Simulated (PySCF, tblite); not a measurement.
**C4H4F2: geometry, infrared bands, NMR shifts and spin-spin couplings**

Aim: predict the infrared bands, NMR shifts and spin-spin couplings of C4H4F2 (`F/C=C\C=C/F`).

The runs use tblite 0.8.0 and PySCF 2.14.0, with density-fitted response routines of our own; the level of theory stands in each step. All values are computed, except where a source is named. Atoms count from 0, in the outputs and in this text.

## 1. The starting structure

10 atoms, charge 0, multiplicity 1; geometry from: force field or distance geometry start.

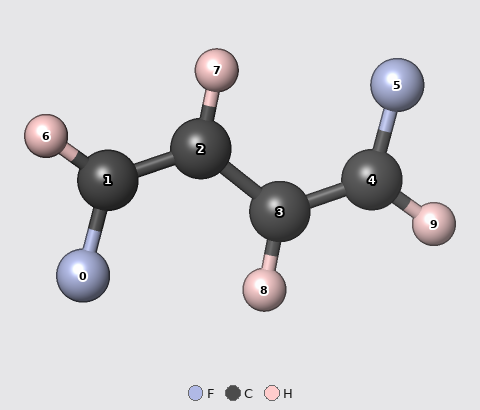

The starting geometry (fluorine light blue, carbon dark grey, hydrogen pink), atoms numbered; sticks join atoms by distance.

## 2. Geometry optimisation with GFN2-xTB

Job settings and geometry (Å):

```
{"job": {"kind": "relax", "xc": "GFN2-xTB", "basis": "xTB"}, "charge": 0, "multiplicity": 1}
F     -1.934500    -1.258800    -0.985400
C     -1.819100    -0.156200    -0.222100
C     -0.618700     0.303500     0.182300
C      0.626200    -0.300000    -0.191000
C      1.812200     0.158700     0.216200
F      1.937100     1.254900     0.978400
H     -2.777900     0.264800     0.026800
H     -0.586800     1.202000     0.807100
H      0.597100    -1.200900    -0.805200
H      2.773400    -0.263300    -0.029700
```

The run is started by

```bash
> OMP_NUM_THREADS=1 python probes_run.py task.json out
```

One launch serves the whole session: the jobs run in the order shown.

**Question.** This job is followed by: GFN2-xTB harmonic vibrations, gas phase; GIAO PBE0/pcSseg-1 NMR shielding, non-relativistic, gas phase; B3LYP/pcJ-1 indirect spin-spin coupling, non-relativistic, gas phase. What will the session give for the following? strongest single infrared mode (GFN2-xTB); zero-point energy (GFN2-xTB); 13C shifts against TMS (PBE0/pcSseg-1, means over atoms taken as alike); 1H shifts against TMS (PBE0/pcSseg-1, means over atoms taken as alike); 19F shifts against CFCl3 (PBE0/pcSseg-1, means over atoms taken as alike); largest coupling of the table (B3LYP/pcJ-1).

As calculated:

| quantity | value |
| --- | --- |
| strongest single infrared mode (GFN2-xTB) | 1038 cm⁻¹, 300 km/mol |
| zero-point energy (GFN2-xTB) | 42.7 kcal/mol |
| 13C shifts against TMS (PBE0/pcSseg-1, means over atoms taken as alike) | 158.2, 109.6 ppm |
| 1H shifts against TMS (PBE0/pcSseg-1, means over atoms taken as alike) | 6.81, 6.09 ppm |
| 19F shifts against CFCl3 (PBE0/pcSseg-1, means over atoms taken as alike) | -123.5 ppm |
| largest coupling of the table (B3LYP/pcJ-1) | 1J(F,C) F0–C1, -341.9 Hz |

What this shows: Over 16 steps the energy fell by 0.022 eV; of the close pairs, C1–C2 changed most, 1.348 to 1.329 Å. No mode is imaginary among the 24: a minimum at this level. The strongest single mode, at 1038 cm⁻¹, has its largest shares on F0, C1, F5 and C4 (the list is cut at 4 atoms). GFN2-xTB is a fitted tight-binding method: band positions and strengths are rough. Its intensities can rank the bands wrongly. At PBE0/pcSseg-1: Shielding is most anisotropic at F0, F5 (span 242 ppm, paramagnetic term -180 ppm). Of the pairs tabulated at B3LYP/pcJ-1, F0–C1 (mean over like pairs) couples most strongly (-341.9 Hz; Fermi contact -323.8 Hz). Couplings across rotatable bonds belong to this one conformer; where others are populated, the observed values are averages. Density functionals describe couplings to fluorine poorly, F–F couplings above all, so those rows are rough.
